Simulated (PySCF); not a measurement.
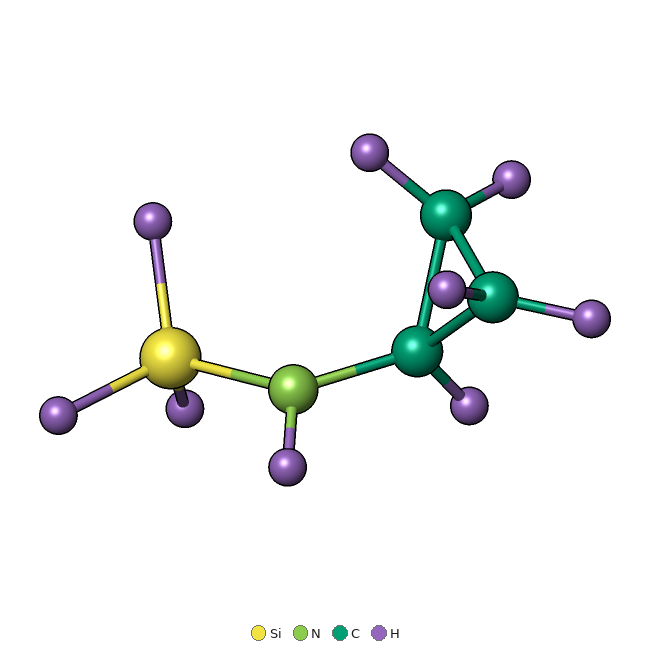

(Drawn from a calculation with PySCF.)

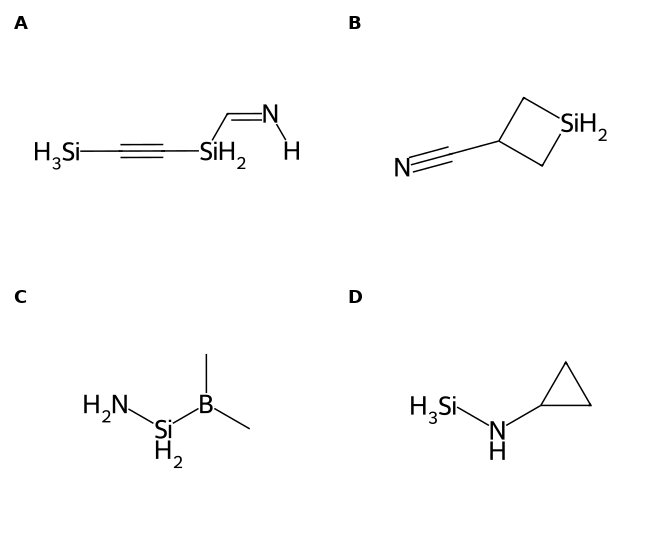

Question: Which structural formula matches the 3D model?

Answer: D, `[SiH3]NC1CC1`.
